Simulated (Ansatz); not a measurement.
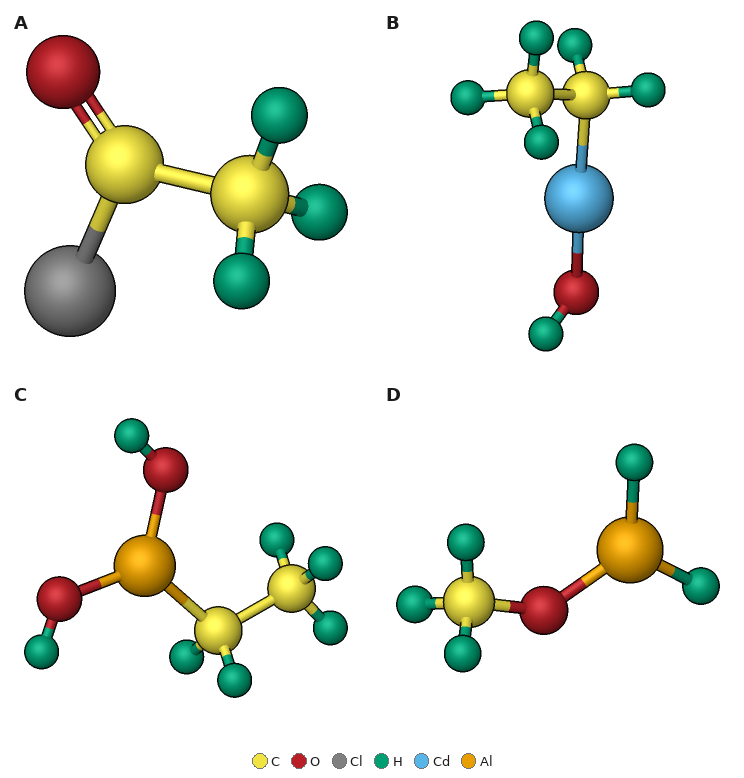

```sh
ansatz run in.yaml --threads 4 --pin off --events-out ev --progress --plain --max-ram 10444MiB
```

```yaml
crystal:
  periodic: [false, false, false]
  atoms:
    - {symbol: C, position_ang: [-0.458701, 1.087280, -0.422268]}
    - {symbol: O, position_ang: [-0.579766, -0.252191, -0.043855]}
    - {symbol: Al, position_ang: [0.505619, -1.418557, 0.507597]}
    - {symbol: H, position_ang: [-0.793323, 1.217557, -1.456709]}
    - {symbol: H, position_ang: [0.573285, 1.454590, -0.349864]}
    - {symbol: H, position_ang: [-1.088263, 1.716895, 0.215156]}
    - {symbol: H, position_ang: [2.031567, -1.021609, 0.673239]}
    - {symbol: H, position_ang: [-0.098216, -2.841165, 0.820805]}
basis:
  gaussian: {orbitals: def2-TZVPP}
hamiltonian: {xc: {name: r2SCANh}, dispersion: d4}
output: {orbitals: {seedname: orbitals}}
```

Question: Which picture belongs to the input above?

Answer: D. The file holds CH5AlO, `C[O][AlH2]`.
